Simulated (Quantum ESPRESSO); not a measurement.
# Simulated XPS, UPS and emission spectra of NbP, part 3 of 17

Wanted: projected DOS of NbP, weighted into photoemission and X-ray emission spectra, at several levels of theory.

Quantum ESPRESSO 7.5; DFT, PBE, plane waves, ultrasoft GBRV pseudopotentials, scalar-relativistic (the session's first sound run).

So far. Step 2 (The base run: self-consistent run): The run ends at a pressure of -1.37 GPa, with forces up to 0.012 eV/Å.

### 4. Projected DOS and spectra

projwfc.x splits the states by atom and shell, which the spectra need, since each shell has its own cross section.

projwfc.in reads:

```
&projwfc
  prefix = 'pes'
  outdir = './tmp'
  filpdos = 'pes'
  ngauss = 0
  degauss = 0.00735
  DeltaE = 0.05
  Emin = -15.07
  Emax = 26.93
/
```

Command:

```bash
$ OMP_NUM_THREADS=1 mpirun -n 4 projwfc.x -nk 4 -in projwfc.in > projwfc.out
```

The log of the run:

```text
[banner, memory and clock lines left out]
Program PROJWFC v.7.5 starts

          URL

     ./tmp/pes.save/

     IMPORTANT: XC functional enforced from input :
     Exchange-correlation= PBE
                           (   1   4   3   4   0   0   0)
     Any further DFT definition will be discarded
     Please, verify this is what you really want

     G-vector sticks info

     Check: negative core charge=   -0.000001

     Gaussian broadening (read from input): ngauss,degauss=   0    0.007350

     Calling projwave ....

  Problem Sizes
  natomwfc =           34
  nbnd     =           30
  nkstot   =          349
  npwx     =         1881
  nkb      =           72

     Atomic states used for projection
     (read from pseudopotential files):

     state #   1: atom   1 (Nb ), wfc  1 (l=0 m= 1)
     state #   2: atom   1 (Nb ), wfc  2 (l=1 m= 1)
     state #   3: atom   1 (Nb ), wfc  2 (l=1 m= 2)
     state #   4: atom   1 (Nb ), wfc  2 (l=1 m= 3)
     state #   5: atom   1 (Nb ), wfc  3 (l=2 m= 1)
     state #   6: atom   1 (Nb ), wfc  3 (l=2 m= 2)
     state #   7: atom   1 (Nb ), wfc  3 (l=2 m= 3)
     state #   8: atom   1 (Nb ), wfc  3 (l=2 m= 4)
     state #   9: atom   1 (Nb ), wfc  3 (l=2 m= 5)
     state #  10: atom   1 (Nb ), wfc  4 (l=0 m= 1)
     state #  11: atom   1 (Nb ), wfc  5 (l=1 m= 1)
     state #  12: atom   1 (Nb ), wfc  5 (l=1 m= 2)
     state #  13: atom   1 (Nb ), wfc  5 (l=1 m= 3)
     state #  14: atom   2 (Nb ), wfc  1 (l=0 m= 1)
     state #  15: atom   2 (Nb ), wfc  2 (l=1 m= 1)
     state #  16: atom   2 (Nb ), wfc  2 (l=1 m= 2)
     state #  17: atom   2 (Nb ), wfc  2 (l=1 m= 3)
     state #  18: atom   2 (Nb ), wfc  3 (l=2 m= 1)
     state #  19: atom   2 (Nb ), wfc  3 (l=2 m= 2)
     state #  20: atom   2 (Nb ), wfc  3 (l=2 m= 3)
     state #  21: atom   2 (Nb ), wfc  3 (l=2 m= 4)
     state #  22: atom   2 (Nb ), wfc  3 (l=2 m= 5)
     state #  23: atom   2 (Nb ), wfc  4 (l=0 m= 1)
     state #  24: atom   2 (Nb ), wfc  5 (l=1 m= 1)
     state #  25: atom   2 (Nb ), wfc  5 (l=1 m= 2)
     state #  26: atom   2 (Nb ), wfc  5 (l=1 m= 3)
     state #  27: atom   3 (P  ), wfc  1 (l=0 m= 1)
     state #  28: atom   3 (P  ), wfc  2 (l=1 m= 1)
     state #  29: atom   3 (P  ), wfc  2 (l=1 m= 2)
     state #  30: atom   3 (P  ), wfc  2 (l=1 m= 3)
     state #  31: atom   4 (P  ), wfc  1 (l=0 m= 1)
     state #  32: atom   4 (P  ), wfc  2 (l=1 m= 1)
     state #  33: atom   4 (P  ), wfc  2 (l=1 m= 2)
     state #  34: atom   4 (P  ), wfc  2 (l=1 m= 3)

 k =   0.0000000000  0.0000000000  0.0000000000
==== e(   1) =   -40.02407 eV ====
     psi = 0.478*[#   1]+0.478*[#  14]+0.020*[#  10]+0.020*[#  23]+0.002*[#  27]
          +0.002*[#  31]
    |psi|^2 = 1.000
==== e(   2) =   -39.98729 eV ====
     psi = 0.469*[#   1]+0.469*[#  14]+0.017*[#  28]+0.017*[#  32]+0.007*[#   5]
          +0.007*[#  18]+0.006*[#  10]+0.006*[#  23]
    |psi|^2 = 1.000
==== e(   3) =   -16.28885 eV ====
     psi = 0.476*[#   2]+0.476*[#  15]+0.017*[#  11]+0.017*[#  24]+0.004*[#  27]
          +0.004*[#  31]+0.003*[#  28]+0.003*[#  32]
    |psi|^2 = 1.000
==== e(   4) =   -16.09327 eV ====
     psi = 0.482*[#   3]+0.482*[#  17]+0.010*[#  12]+0.010*[#  26]+0.005*[#  29]
          +0.005*[#  34]+0.002*[#   4]+0.002*[#  16]
    |psi|^2 = 1.000
==== e(   5) =   -16.09327 eV ====
     psi = 0.482*[#   3]+0.482*[#  17]+0.010*[#  12]+0.010*[#  26]+0.005*[#  29]
          +0.005*[#  34]+0.002*[#   4]+0.002*[#  16]
    |psi|^2 = 1.000
==== e(   6) =   -15.95099 eV ====
     psi = 0.483*[#   4]+0.483*[#  16]+0.010*[#  13]+0.010*[#  25]+0.005*[#  30]
          +0.005*[#  33]+0.002*[#   3]+0.002*[#  17]
    |psi|^2 = 1.000
==== e(   7) =   -15.95099 eV ====
     psi = 0.483*[#   4]+0.483*[#  16]+0.010*[#  13]+0.010*[#  25]+0.005*[#  30]
          +0.005*[#  33]+0.002*[#   3]+0.002*[#  17]
    |psi|^2 = 1.000
==== e(   8) =   -15.90927 eV ====
     psi = 0.491*[#   2]+0.491*[#  15]+0.007*[#  11]+0.007*[#  24]+0.002*[#  28]
          +0.002*[#  32]
    |psi|^2 = 1.000
==== e(   9) =     2.21837 eV ====
     psi = 0.273*[#  10]+0.273*[#  23]+0.203*[#  27]+0.203*[#  31]+0.019*[#   1]
          +0.019*[#  14]+0.004*[#   8]+0.004*[#  21]+0.001*[#   5]+0.001*[#  18]

    |psi|^2 = 0.999
==== e(  10) =     4.61181 eV ====
     psi = 0.262*[#  27]+0.262*[#  31]+0.121*[#  11]+0.121*[#  24]+0.070*[#   5]
          +0.070*[#  18]+0.022*[#  10]+0.022*[#  23]+0.012*[#   2]+0.012*[#  15]
          +0.006*[#  28]+0.006*[#  32]+0.004*[#   8]+0.004*[#  21]+0.003*[#   1]
          +0.003*[#  14]
    |psi|^2 = 0.999
==== e(  11) =     8.77600 eV ====
     psi = 0.268*[#  28]+0.268*[#  32]+0.079*[#   5]+0.079*[#  18]+0.056*[#  11]
          +0.056*[#  24]+0.037*[#  10]+0.037*[#  23]+0.034*[#   8]+0.034*[#  21]
          +0.010*[#   1]+0.010*[#  14]+0.008*[#  27]+0.008*[#  31]+0.007*[#   2]
          +0.007*[#  15]
    |psi|^2 = 0.998
==== e(  12) =    11.91343 eV ====
     psi = 0.276*[#   8]+0.276*[#  21]+0.109*[#   5]+0.109*[#  18]+0.100*[#  28]
          +0.100*[#  32]+0.004*[#  11]+0.004*[#  24]+0.002*[#  10]+0.002*[#  23]

    |psi|^2 = 0.983
==== e(  13) =    12.69821 eV ====
     psi = 0.207*[#   6]+0.207*[#  20]+0.200*[#  30]+0.200*[#  33]+0.059*[#  29]
          +0.059*[#  34]+0.018*[#   7]+0.018*[#  19]+0.013*[#  13]+0.013*[#  25]
          +0.002*[#   4]+0.002*[#  16]
    |psi|^2 = 0.997
==== e(  14) =    12.69821 eV ====
     psi = 0.207*[#   6]+0.207*[#  20]+0.200*[#  30]+0.200*[#  33]+0.059*[#  29]
          +0.059*[#  34]+0.018*[#   7]+0.018*[#  19]+0.013*[#  13]+0.013*[#  25]
          +0.002*[#   4]+0.002*[#  16]
    |psi|^2 = 0.997
==== e(  15) =    12.80618 eV ====
     psi = 0.428*[#   8]+0.428*[#  21]+0.043*[#  11]+0.043*[#  24]+0.006*[#  28]
          +0.006*[#  32]+0.004*[#  10]+0.004*[#  23]+0.003*[#   2]+0.003*[#  15]
          +0.003*[#   5]+0.003*[#  18]
    |psi|^2 = 0.976
==== e(  16) =    13.22362 eV ====
     psi = 0.268*[#   5]+0.268*[#  18]+0.175*[#   8]+0.175*[#  21]+0.034*[#  28]
          +0.034*[#  32]+0.013*[#  10]+0.013*[#  23]+0.003*[#  11]+0.003*[#  24]
          +0.002*[#  27]+0.002*[#  31]
    |psi|^2 = 0.993
[...]
+0.070*[#  33]+0.027*[#   6]+0.027*[#  20]+0.017*[#  12]+0.017*[#  26]
          +0.002*[#   3]+0.002*[#  17]
[...]
+0.070*[#  33]+0.027*[#   6]+0.027*[#  20]+0.017*[#  12]+0.017*[#  26]
          +0.002*[#   3]+0.002*[#  17]
[...]
psi = 0.487*[#   9]+0.487*[#  22]
[...]
psi = 0.492*[#   9]+0.492*[#  22]
[...]
+0.068*[#  23]+0.022*[#  11]+0.022*[#  24]+0.004*[#  27]+0.004*[#  31]
          +0.001*[#   1]+0.001*[#  14]
[...]
+0.002*[#   8]+0.002*[#  21]
[...]
+0.005*[#   8]+0.005*[#  21]+0.001*[#   2]+0.001*[#  15]
[...]
+0.002*[#  10]+0.002*[#  23]+0.002*[#   2]+0.002*[#  15]
[...]
+0.001*[#  10]+0.001*[#  23]
[...]
k =   0.1158567239  0.1158567239  0.0000000000
[...]
+0.001*[#  27]+0.001*[#  31]
[...]
+0.001*[#  25]+0.001*[#  26]
[...]
+0.001*[#  10]+0.001*[#  23]
[...]
+0.001*[#  30]+0.001*[#  33]
[...]
+0.001*[#  10]+0.001*[#  23]
[...]
+0.005*[#  33]+0.002*[#   3]+0.002*[#  17]
[...]
+0.004*[#   8]+0.004*[#  21]+0.001*[#  30]+0.001*[#  33]
[...]
+0.001*[#  13]+0.001*[#  25]+0.001*[#  12]+0.001*[#  26]
[...]
+0.002*[#   7]+0.002*[#  19]+0.002*[#  12]+0.002*[#  26]
[...]
+0.002*[#   4]+0.002*[#  16]
[...]
+0.001*[#  16]
[...]
+0.003*[#  22]+0.003*[#  25]+0.002*[#  30]+0.002*[#  33]
[...]
+0.005*[#  11]+0.005*[#  24]+0.003*[#  27]+0.003*[#  31]
[...]
+0.006*[#  11]+0.006*[#  24]+0.001*[#  10]+0.001*[#  23]
[...]
+0.001*[#  22]
[...]
+0.001*[#  15]
[...]
k =   0.2317134479  0.2317134479  0.0000000000
[...]
+0.003*[#  25]+0.003*[#  26]+0.002*[#  29]+0.002*[#  34]
[...]
+0.002*[#  13]+0.002*[#  25]+0.001*[#  27]+0.001*[#  31]
[...]
+0.003*[#  28]+0.003*[#  32]+0.001*[#  30]+0.001*[#  33]
[...]
+0.001*[#  32]
[...]
+0.001*[#  19]+0.001*[#  22]+0.001*[#   4]+0.001*[#  16]
[...]
+0.002*[#  14]
[...]
+0.003*[#  25]+0.002*[#   3]+0.002*[#  17]
[...]
+0.001*[#  24]
[...]
+0.002*[#  10]+0.002*[#  23]+0.001*[#  12]+0.001*[#  26]
[...]
+0.003*[#  19]+0.001*[#  29]+0.001*[#  34]
[...]
+0.002*[#  20]
[...]
+0.006*[#  30]+0.006*[#  33]+0.003*[#  11]+0.003*[#  24]
[...]
+0.007*[#  31]+0.002*[#  28]+0.002*[#  32]
[...]
+0.005*[#   9]+0.005*[#  22]+0.003*[#  12]+0.003*[#  26]
[...]
+0.005*[#  28]+0.005*[#  32]+0.002*[#   7]+0.002*[#  19]
[...]
+0.001*[#   8]+0.001*[#  17]+0.001*[#  21]
[...]
k =   0.3475701718  0.3475701718  0.0000000000
[...]
+0.001*[#  21]
[...]
+0.001*[#  32]+0.001*[#  13]+0.001*[#  25]
[...]
+0.009*[#  17]+0.006*[#  11]+0.006*[#  24]
[...]
+0.002*[#  14]
[...]
+0.001*[#  17]+0.001*[#  12]+0.001*[#  26]
[...]
+0.005*[#  25]
[...]
+0.002*[#  25]
[...]
+0.001*[#  34]
[...]
k =   0.4634268958  0.4634268958  0.0000000000
[...]
k =   0.5792836197  0.5792836197  0.0000000000
[...]
k =   0.6951403436  0.6951403436  0.0000000000
[...]
k =   0.8109970676  0.8109970676  0.0000000000
[...]
psi = 0.479*[#   1]+0.479*[#  14]+0.017*[#  10]+0.017*[#  23]
[...]
k =  -0.9268537915 -0.9268537915  0.0000000000
[...]
+0.003*[#  27]+0.003*[#  31]
[...]
+0.003*[#  27]+0.003*[#  31]
[...]
+0.002*[#  13]+0.002*[#  25]+0.001*[#   9]+0.001*[#  22]
[...]
+0.002*[#  13]+0.002*[#  25]+0.001*[#   9]+0.001*[#  22]
[...]
[... cut ...]
  25]+0.005*[#  28]+0.005*[#  32]
          +0.004*[#  10]+0.004*[#  23]
[...]
+0.002*[#  11]+0.002*[#  24]+0.001*[#  28]+0.001*[#  32]
[...]
+0.004*[#   1]+0.004*[#  14]+0.001*[#   2]+0.001*[#  15]
[...]
+0.001*[#  13]+0.001*[#  22]+0.001*[#  25]
[...]
+0.001*[#  22]+0.001*[#   2]+0.001*[#  15]
[...]
+0.001*[#   2]+0.001*[#  15]
[...]
+0.002*[#  13]+0.002*[#  25]+0.002*[#   2]+0.002*[#  15]
[...]
+0.004*[#  10]+0.004*[#  23]+0.001*[#  28]+0.001*[#  32]
[...]
+0.001*[#  10]+0.001*[#  23]
[...]
+0.003*[#   7]+0.003*[#  19]+0.003*[#  13]+0.003*[#  25]
[...]
+0.003*[#  18]+0.002*[#   9]+0.002*[#  22]
[...]
+0.003*[#  21]+0.001*[#   2]+0.001*[#  15]
[...]
k =   0.0000000000  1.3902806873  0.0000000000
[...]
+0.003*[#  34]+0.001*[#   8]+0.001*[#  21]
[...]
+0.002*[#  28]+0.002*[#  29]+0.002*[#  32]+0.002*[#  34]
[...]
+0.002*[#  32]
[...]
+0.001*[#  34]
[...]
+0.002*[#  24]+0.001*[#   5]+0.001*[#  18]
[...]
+0.002*[#  33]
[...]
+0.008*[#  25]+0.002*[#  30]+0.002*[#  33]
[...]
+0.003*[#  33]+0.002*[#  12]+0.002*[#  26]
[...]
+0.002*[#  34]
[...]
+0.004*[#   1]+0.004*[#  14]
[...]
+0.002*[#  19]
[...]
==== e(  14) =    12.06143 eV ====
     psi = 0.183*[#   8]+0.183*[#  21]+0.144*[#  28]+0.144*[#  32]+0.081*[#  29]
[...]
+0.002*[#  15]
    |psi|^2 = 0.992
==== e(  15) =    12.29568 eV ====
     psi = 0.223*[#  30]+0.223*[#  33]+0.117*[#   6]+0.117*[#  20]+0.097*[#   9]
[...]
+0.002*[#  29]+0.002*[#  34]
    |psi|^2 = 0.998
==== e(  16) =    12.92053 eV ====
     psi = 0.235*[#  29]+0.235*[#  34]+0.197*[#   9]+0.197*[#  22]+0.038*[#   6]
[...]
+0.001*[#  17]
    |psi|^2 = 0.996
==== e(  17) =    13.42996 eV ====
     psi = 0.180*[#   8]+0.180*[#  21]+0.121*[#   5]+0.121*[#  18]+0.050*[#   7]
[...]
+0.001*[#  31]
    |psi|^2 = 0.983
==== e(  18) =    14.87214 eV ====
     psi = 0.314*[#   9]+0.314*[#  22]+0.098*[#   7]+0.098*[#  19]+0.065*[#   6]
          +0.065*[#  20]+0.006*[#  30]+0.006*[#  33]+0.002*[#  13]+0.002*[#  25]

    |psi|^2 = 0.971
==== e(  19) =    15.39382 eV ====
     psi = 0.193*[#   8]+0.193*[#  21]+0.094*[#  29]+0.094*[#  34]+0.078*[#   5]
          +0.078*[#  18]+0.047*[#  30]+0.047*[#  33]+0.036*[#   7]+0.036*[#  19]
          +0.012*[#  27]+0.012*[#  31]+0.010*[#  28]+0.010*[#  32]+0.009*[#   6]
          +0.009*[#  20]+0.008*[#  10]+0.008*[#  23]+0.003*[#  12]+0.003*[#  26]

    |psi|^2 = 0.981
==== e(  20) =    16.05807 eV ====
     psi = 0.194*[#   7]+0.194*[#  19]+0.101*[#   6]+0.101*[#  20]+0.079*[#   8]
          +0.079*[#  21]+0.046*[#  28]+0.046*[#  32]+0.024*[#   5]+0.024*[#  18]
          +0.020*[#  27]+0.020*[#  31]+0.008*[#  10]+0.008*[#  23]+0.005*[#  30]
          +0.005*[#  33]+0.002*[#  29]+0.002*[#  34]+0.002*[#  11]+0.002*[#  24]
          +0.001*[#  12]+0.001*[#  26]
    |psi|^2 = 0.969
==== e(  21) =    17.00913 eV ====
     psi = 0.286*[#   7]+0.286*[#  19]+0.191*[#   6]+0.191*[#  20]+0.011*[#   9]
          +0.011*[#  22]+0.004*[#  13]+0.004*[#  25]+0.001*[#  30]+0.001*[#  33]

    |psi|^2 = 0.987
==== e(  22) =
```

Wall time 3.3 s (4 MPI ranks of Arm Neoverse V2, shared host).

Numbers from this step:

| Quantity | Value |
| --- | --- |
| zero of energy | Fermi level |
| share of occupied states in no projected shell | 0.0062 of the occupied states in the window |
| DOS at the Fermi level | 0.4729 states/eV/cell |

The DOS has structure finer than the step of the table below, so its rows give means over 2 eV, whole bins alone (the curve runs from -14.4 to 7.02 eV). Peaks (eV: height): total -10.2: 5.02, -2.8: 4.83, 2.9: 4.74, 3.9: 4.28; Nb 4d -0.7: 3.31, 1.5: 2.26, 2.9: 3.3, 3.8: 2.39; P 3p -5.3: 2.18, -2.8: 2.4, 4.7: 1.11, 5.2: 0.696; P 3s -10.2: 3.01, 3.8: 0.611; Nb 5p -10.5: 0.966, -5.3: 0.268, -2.8: 0.269, -0.7: 0.390.

Table of DOS by E, zero at the Fermi level; means over each step; values in states/eV/cell:

```csv
E (eV),total,Nb 4d,P 3p,P 3s,Nb 5p,Nb 5s
-12,0.494,0.0239,0.00823,0.199,0.153,0.109
-10,1.51,0.306,0.0141,0.817,0.317,0.0504
-8,0,0,0,0,0,0
-6,1.36,0.446,0.703,0.0216,0.0874,0.0982
-4,2.41,0.921,1.22,0.0546,0.142,0.0674
-2,2.92,1.59,1.09,0.0135,0.165,0.0309
0,2.03,1.62,0.210,0.00904,0.134,0.0267
2,2.90,2.23,0.371,0.0895,0.0878,0.0469
4,3.28,1.84,0.781,0.297,0.134,0.118
6,1.80,0.521,0.514,0.0778,0.158,0.308
```

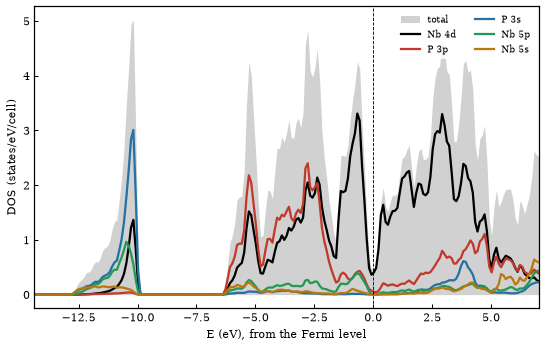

DOS, plotted against E.

This run's widths, added to any smearing of the DOS itself: Gaussian 0.2 eV, Lorentzian 0.2 eV plus 0.05 an eV of depth. The intensity by binding energy, zero at the Fermi level; values in % of the maximum within 13 eV:

```csv
binding energy (eV),21.2 eV,150 eV,900 eV,1486.7 eV,5414.7 eV
0,17.7,15.1,18.0,18.0,10.6
2,53.8,63.8,59.1,58.3,33.8
4,39.2,64.7,49.2,48.9,33.0
6,14.2,26.9,19.4,19.6,15.8
8,1.55,3.23,2.99,3.46,4.21
10,14.0,36.6,39.6,49.6,72.5
12,-,9.13,9.56,12.7,22.1
14,-,1.21,1.24,1.56,2.41
```

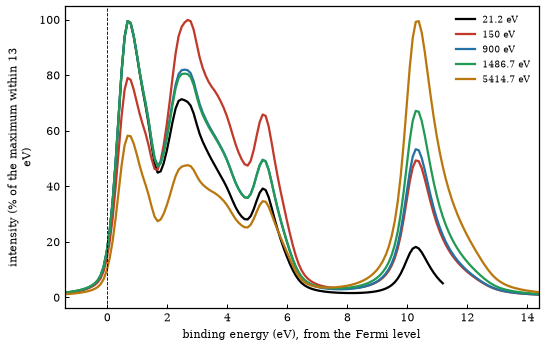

Intensity against binding energy.

Maxima picked by a test of local sharpness, so broad peaks and shoulders can be missing; peaks within 0.45 eV of a curve's cut are left out. Valence peaks, by row:

```csv
photon energy (eV),binding energy (eV),height (% of the maximum within 13 eV),main shell,its share (%)
21.2,10.25,18.17,Nb 4d,94.67
21.2,5.202,39.31,Nb 4d,89.55
21.2,2.452,71.37,Nb 4d,92.72
21.2,0.7015,100,Nb 4d,98.61
150,10.3,49.56,P 3s,73.12
150,5.202,66.14,P 3p,60.53
150,2.702,100,P 3p,55.21
150,0.7015,79.36,Nb 4d,83.54
900,10.3,53.61,P 3s,65.7
900,5.202,49.76,Nb 4d,67.73
900,2.552,81.97,Nb 4d,76.71
900,0.7015,100,Nb 4d,94.4
1487,10.3,67.51,P 3s,71.58
1487,5.202,49.61,Nb 4d,67.6
1487,2.552,80.55,Nb 4d,77.67
1487,0.7015,100,Nb 4d,93.93
5415,10.35,100,P 3s,84.86
5415,5.202,34.78,Nb 4d,52.08
5415,2.702,47.58,Nb 4d,69.78
5415,0.7015,58.57,Nb 4d,86.62
```

The intensity has structure finer than the step of the table below, so its rows give means over 1 eV, whole bins alone (the curve runs from -14.4 to 1.42 eV). Peaks (eV: height): Nb L-beta2 -1.2: 99.9; P K-beta -2.8: 99.9; P K-beta, E along x -2.9: 94.0; P K-beta, E along y -2.9: 94.0; P K-beta, E along z -2.7: 113.

Shapes are the site's partial DOS without matrix elements, which overweights lines from ligand s bands. The intensity by emission energy less the core level's binding energy, zero at the Fermi level; means over each step; values in % of the unpolarised maximum:

```
emission energy less the core level's binding energy (eV)  Nb L-beta2  P K-beta  P K-beta, E along x  P K-beta, E along y  P K-beta, E along z  P L2,3
                                                      -13        4.22     0.750                0.747                0.747                0.755    5.08
                                                      -12        7.44      1.25                 1.22                 1.22                 1.31    18.5
                                                      -11        13.6      1.96                 1.88                 1.88                 2.13    57.6
                                                      -10        16.0      2.12                 2.07                 2.07                 2.23    68.5
                                                       -9        11.6      2.31                 2.35                 2.35                 2.24    9.42
                                                       -8        11.1      3.82                 3.93                 3.93                 3.61    2.69
                                                       -7        16.8      9.66                 10.0                 10.0                 8.97    1.47
                                                       -6        32.4      38.4                 39.4                 39.4                 36.5    2.38
                                                       -5        51.1      67.4                 71.8                 71.8                 58.7    4.18
                                                       -4        67.6      77.6                 82.2                 82.2                 68.4    5.17
                                                       -3        87.3      95.6                 91.6                 91.6                  104    3.33
                                                       -2        95.6      63.9                 58.0                 58.0                 75.7    1.28
                                                       -1        96.9      27.6                 29.4                 29.4                 24.1    1.11
                                                        0        60.8      11.6                 11.8                 11.8                 11.1   0.466
```

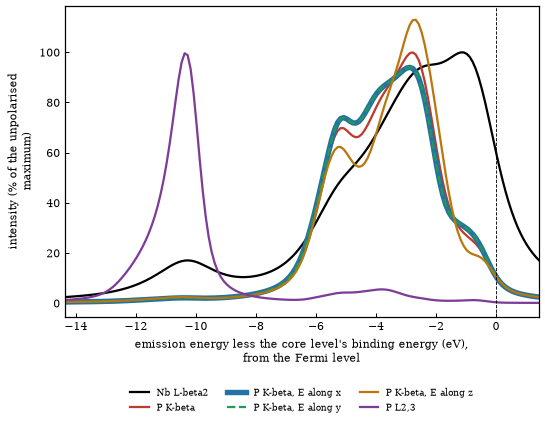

Intensity against emission energy less the core level's binding energy.

Sums over each group's atoms; left-over states aren't shared out by site. Site centres, by row:

```
group  element  shell  occupied states  centre of occupied part (eV)  centre up to the window's top (eV)
  Nb1       Nb     5s           0.7607                        -7.154                               0.038
  Nb1       Nb     5p            1.966                        -6.657                              -3.301
  Nb1       Nb     4d            8.581                         -3.08                              0.2072
   P3        P     3s            2.221                        -10.04                              -5.775
   P3        P     3p            6.347                        -3.614                             -0.8544
```

Shapes are the site's partial DOS without matrix elements, which overweights lines from ligand s bands. Emission peaks, by row:

```
               line  energy (eV)  height (%)
         Nb L-beta2        -10.3       17.06
         Nb L-beta2       -1.152         100
           P K-beta       -5.152       69.89
           P K-beta       -2.802         100
P K-beta, E along x       -5.102       73.98
P K-beta, E along x       -2.902          94
P K-beta, E along y       -5.102       73.98
P K-beta, E along y       -2.902          94
P K-beta, E along z       -5.202       62.37
P K-beta, E along z       -2.702       113.1
             P L2,3       -10.35         100
             P L2,3       -3.802       5.516
```

(Part 3 of 17 ends here.)

[Logs are printed without paths, hosts, clocks, repeated set-up lines and the standing remarks that a program may print on its own settings, such as how far it seeks lower states.]

[Hosts, paths, dates, database ids (printed as entryN), source tags and the programs' standing remarks are cut or masked in the printed files.]

[Maps of the electrostatic potential energy from Ansatz leave out the sawtooth potential of an applied field or a dipole correction, so their vacuum need not be flat; work functions include it.]

[Peak lists hold at most the 14 tallest peaks of each spectrum; further lines can be left out.]
